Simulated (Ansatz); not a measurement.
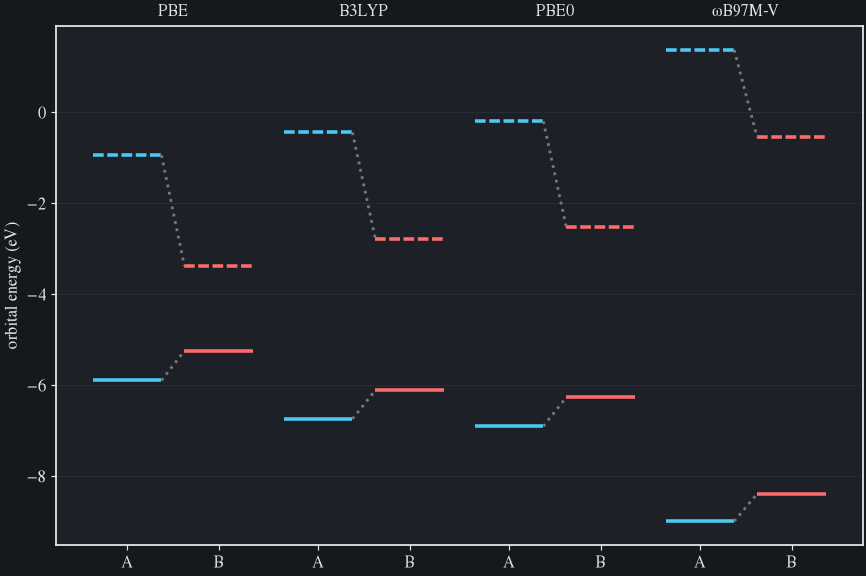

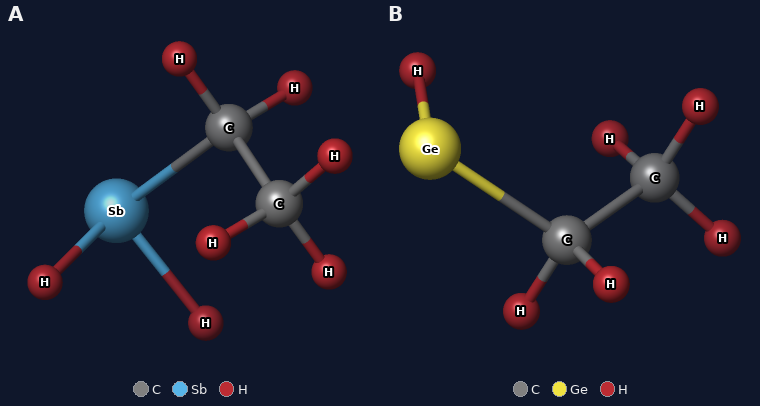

One change: A, C₂H₇Sb (SMILES C[CH2][SbH2]), becomes B, C₂H₆Ge (SMILES C[CH2][GeH]). SbH₂ on C is replaced by GeH. HOMO (solid) and LUMO (dashed) computed in def2-TZVPP at PBE0-D4/def2-TZVP geometries, both minima by their frequencies, gas phase, the Ansatz code 0.2.0. Empty levels above zero depend strongly on the basis.

> What does the change do to HOMO and LUMO?

PBE: the HOMO rises by 0.65 eV, the LUMO falls by 2.44 eV, and the separation goes from 4.95 to 1.86 eV. B3LYP: the HOMO rises by 0.63 eV, the LUMO falls by 2.34 eV, and the separation goes from 6.30 to 3.34 eV. PBE0: the HOMO rises by 0.63 eV, the LUMO falls by 2.32 eV, and the separation goes from 6.71 to 3.75 eV. ωB97M-V: the HOMO rises by 0.61 eV, the LUMO falls by 1.92 eV, and the separation goes from 10.36 to 7.84 eV.

> Do the functionals agree on the effect?

They agree on the direction for both levels; the HOMO shift lies between 0.61 and 0.65 eV and the LUMO shift between −2.44 and −1.92 eV, while the separations themselves differ by up to 6.0 eV between functionals.

Note: core potentials past krypton; spin-orbit coupling is left out, and with Sb it can shift these values.
